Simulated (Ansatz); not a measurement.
# quartet PH2 at 6 levels

We compute a comparison of 6 runs (UHF/3-21G, UHF/6-31G*, UHSE06/3-21G, RPA@PBE/6-31G*, UMP2/6-31G*, UBCCD(T)/3-21G) of quartet PH2. 

Program for the calculation: Ansatz 0.2.0.

46 further runs of the same task are left out: 46 set aside as unsound or not needed.

### 1 The molecule

PH2 has 3 atoms, charge 0, and is taken as a quartet. SMILES of the parent species: `[PH2]`. The coordinates come from a GFN2-xTB relaxation. That shape belongs to the parent species and isn't relaxed for this state.

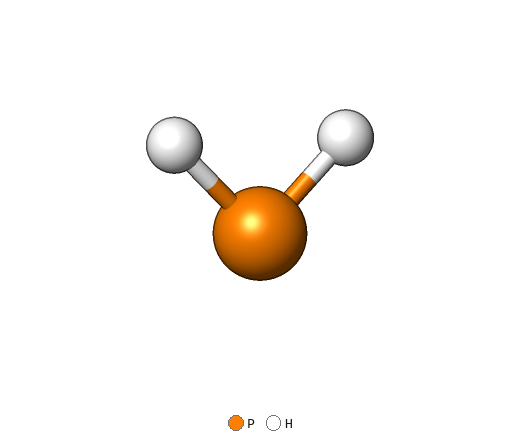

Viewed from a chosen angle; phosphorus orange, hydrogen white.

### 2 A single-point energy at UHF/3-21G (run 1)

Contents of molecule.yaml:

```yaml
crystal:
  periodic: [false, false, false]
  atoms:
    - {symbol: P, position_ang: [0.514470, -0.302750, 0.252680]}
    - {symbol: H, position_ang: [0.111510, 1.027360, 0.172420]}
    - {symbol: H, position_ang: [-0.625980, -0.724620, -0.425100]}
basis:
  gaussian:
    orbitals: 3-21G.json
total_charge: 0
magnetization:
  spin_polarized: true
  initial_magnetization: 3
hamiltonian:
  xc: hf
accuracy: high
```

The basis set 3-21G is read from a file made from the Basis Set Exchange's data (not shown).

Run with:

```bash
$ ansatz run molecule.yaml --threads 1 --pin off --max-ram 2610MiB --events-out events.jsonl --progress --plain --runs-dir runs
```

Output:

```text
Warning: RAYON_NUM_THREADS=1 ignored (pool sized by the plan → 1); use --threads N
Functional definition: HF
  name "HF"
  exchange = exact_x
  correlation = 0
323 factors; integrals over basis functions are off by at most 2.1e-9 eV
mean field evaluation 1: about -9248.3321 eV, gradient 5.8e0 eV
mean field evaluation 2: about -9248.3445 eV, gradient 5.8e0 eV
mean field evaluation 4: about -9248.6837 eV, gradient 5.3e-1 eV
mean field evaluation 8: about -9248.6885 eV, gradient 9.0e-7 eV
mean field evaluation 16: about -9248.2882 eV, gradient 1.9e0 eV
mean field evaluation 32: about -9248.2882 eV, gradient 1.9e0 eV
mean field -9248.68851832 eV, -339.8830340620 hartree, gradient 9.4e-9 eV, S^2 3.752518; 0 other end points of the search recorded, 0 dependent functions left out
reference -9248.68851832 eV, -339.8830340620 hartree; 10, 7 occupied and 7, 10 virtual orbitals, 323 factors
Total energy: -9248.68851832 eV, -339.8830340620 hartree
```

It took 0.12 s on 1 thread of Arm Neoverse V1, shared host.

### 3 The energy at UHF/6-31G(d) (spherical functions) (run 2)

Contents of job.yaml:

```yaml
crystal:
  periodic: [false, false, false]
  atoms:
    - symbol: P
      position_ang: [0.514470, -0.302750, 0.252680]
    - symbol: H
      position_ang: [0.111510, 1.027360, 0.172420]
    - symbol: H
      position_ang: [-0.625980, -0.724620, -0.425100]
basis:
  gaussian: {orbitals: 6-31G_st_-spherical.json}
magnetization: {spin_polarized: true, initial_magnetization: 3}
hamiltonian: {xc: hf}
accuracy: high
```

The basis set 6-31G* is read from a file made from the Basis Set Exchange's data (not shown).

Run with:

```bash
$ ansatz run job.yaml --threads 1 --pin off --max-ram 2610MiB --events-out events.jsonl --progress --plain --runs-dir runs
```

Output:

```text
Warning: RAYON_NUM_THREADS=1 ignored (pool sized by the plan → 1); use --threads N
Functional definition: HF
  name "HF"
  exchange = exact_x
  correlation = 0
381 factors; integrals over basis functions are off by at most 3.4e-9 eV
mean field evaluation 1: about -9295.6316 eV, gradient 7.0e0 eV
mean field evaluation 2: about -9295.6979 eV, gradient 7.0e0 eV
mean field evaluation 4: about -9296.2874 eV, gradient 8.8e-1 eV
mean field evaluation 8: about -9296.3038 eV, gradient 1.9e-3 eV
mean field evaluation 16: about -9290.5474 eV, gradient 1.4e1 eV
mean field evaluation 32: about -9295.6491 eV, gradient 2.7e0 eV
mean field -9296.30382683 eV, -341.6328643750 hartree, gradient 1.6e-8 eV, S^2 3.755553; 0 other end points of the search recorded, 0 dependent functions left out
reference -9296.30382683 eV, -341.6328643750 hartree; 10, 7 occupied and 12, 15 virtual orbitals, 381 factors
Total energy: -9296.30382683 eV, -341.6328643750 hartree
```

Run time: 0.2 s. Hardware: 1 thread of Arm Neoverse V1, shared host.

Runs 3 to 5 aren't shown in full; the table further down has their settings and results.

### 4 The energy at UBCCD(T)/3-21G (run 6)

Contents of molecule.yaml:

```yaml
basis:
  gaussian:
    orbitals: 3-21G.json
crystal:
  periodic: [false, false, false]
  atoms:
    - symbol: P
      position_ang: [0.514470, -0.302750, 0.252680]
    - symbol: H
      position_ang: [0.111510, 1.027360, 0.172420]
    - symbol: H
      position_ang: [-0.625980, -0.724620, -0.425100]
magnetization:
  spin_polarized: true
  initial_magnetization: 3
correlation:
  method: bccd_t
  frozen_orbitals: {H: 0, P: 5}
accuracy: high
scf:
  omitted_lower_state_checks: [cluster_reference, increment]
```

The basis set 3-21G is read from a file made from the Basis Set Exchange's data (not shown).

Run with:

```bash
$ ansatz run molecule.yaml --threads 1 --pin off --max-ram 2610MiB --events-out events.jsonl --progress --plain --runs-dir runs
```

Output, cut to the lines that bear on the results:

```text
Warning: RAYON_NUM_THREADS=1 ignored (pool sized by the plan → 1); use --threads N
Functional definition: HF
  name "HF"
[...]
323 factors; integrals over basis functions are off by at most 2.1e-9 eV
[...]
mean field -9248.68851832 eV, -339.8830340620 hartree, gradient 9.4e-9 eV, S^2 3.752518; 2 other end points of the search recorded, 0 dependent functions left out
5 core orbitals not correlated: weight in the atoms' cores, before any rotation towards them, 1.000 or more for the frozen orbitals, at most 0.000 for the correlated occupied ones
reference -9248.68851832 eV, -339.8830340620 hartree; 5, 2 occupied and 7, 10 virtual orbitals, 323 factors
second order -1.01418202 eV of doubles, -0.00000000 eV of singles
cycle   1  -1.29478328 eV  change   -2.8e-1 eV  update   4.9e-2
[...]
cycle  24  -1.48742140 eV  change  -8.9e-14 eV  update  9.1e-11
perturbative correction -0.01912207 eV, -0.0007027231 hartree
Total energy: -9250.19506179 eV, -339.9383985134 hartree
Checks for a lower state left out: cluster_reference, increment
```

Run time: 0.4 s. Hardware: 1 thread of Arm Neoverse V1, shared host.

### 5 All runs side by side

| run | level | frozen core orbitals | energy (Eh) | ⟨S²⟩ | wall time |
| --- | --- | --- | --- | --- | --- |
| 1 | UHF/3-21G | – | -339.883034 | 3.753 | 0.12 s |
| 2 | UHF/6-31G* (spherical functions) | – | -341.632864 | 3.756 | 0.2 s |
| 3 | UHSE06/3-21G | – | -340.352567 | 3.751 | 1.4 s |
| 4 | RPA@PBE/6-31G* (spherical functions) | 5 | -341.779529 | 3.751 | 1.2 s |
| 5 | UMP2/6-31G* (spherical functions) | 5 | -341.699107 | 3.756 | 0.18 s |
| 6 | UBCCD(T)/3-21G | 5 | -339.938399 | 3.753 | 0.4 s |

### 6 Results

| quantity | value |
| --- | --- |
| run 6: total energy | -339.93840 Eh |
| run 6: correlation energy (5 core orbitals frozen) | -55.4 mEh |
| run 6: (T) correction | -0.70 mEh |
| run 6: ⟨S²⟩ of the reference determinant | 3.753 |

All runs together took 3.5 s, the longest 1.4 s.
